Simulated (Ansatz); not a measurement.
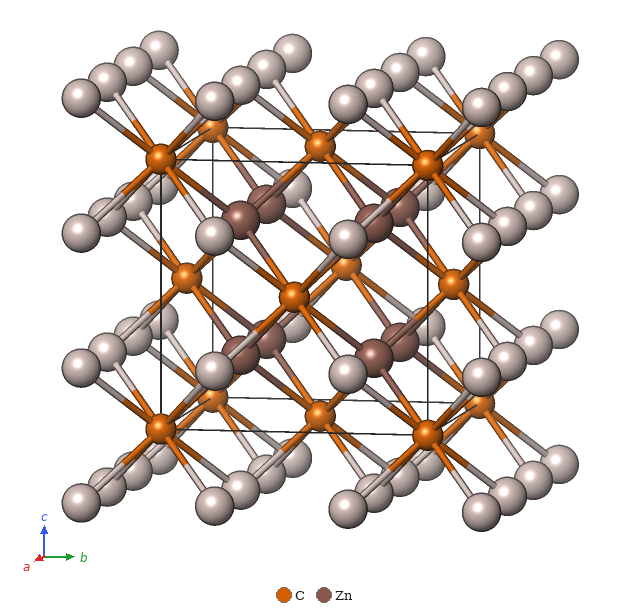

An orthographic ball-and-stick view of the structure, slightly off an axis. The parallelepiped is the conventional unit cell. Bonded neighbours in the next cells are drawn too, in fainter colours.

Zn2C, antifluorite, space group Fm-3m (No. 225), a = 4.888 Å, b = 4.888 Å, c = 4.888 Å, α = 90.00°, β = 90.00°, γ = 90.00°. It goes back to a structure type filled with these elements by a generator (whether the compound takes this form wasn't checked). The cell was then strained or its atoms displaced on purpose. A calculation with Ansatz used it as input.

This one geometry was computed with Ansatz (DFT, plane waves, PAW) at three levels of theory: HSE06, PBE and r2SCAN. It was relaxed with r2SCAN and then strained.

Q: Which level gives the highest pressure at this volume, and what does that say about its equilibrium volume?

A: Highest: PBE (38.7 GPa), which points to the largest equilibrium volume. Lowest, with the smallest volume: r2SCAN (33.8 GPa). Levels within 0.5 GPa of each other can't be told apart.

Q: How does the band gap change with the level of theory?

A: PBE: a gap of 0.51 eV, direct; r2SCAN: a gap of 0.74 eV, direct; HSE06: a gap of 1.53 eV, direct.

Q: Collect the results in a table.

A:
| level | cutoff (eV) | k-mesh of the run's cell | gap (eV) | pressure (GPa) |
| --- | --- | --- | --- | --- |
| HSE06 | 420 | 6×6×6 | 1.53 | 35.9 |
| PBE | 420 | 8×8×8 | 0.51 | 38.7 |
| r2SCAN | 500 | 8×8×8 | 0.74 | 33.8 |

Gaps are taken on the k-mesh or band path of each run.
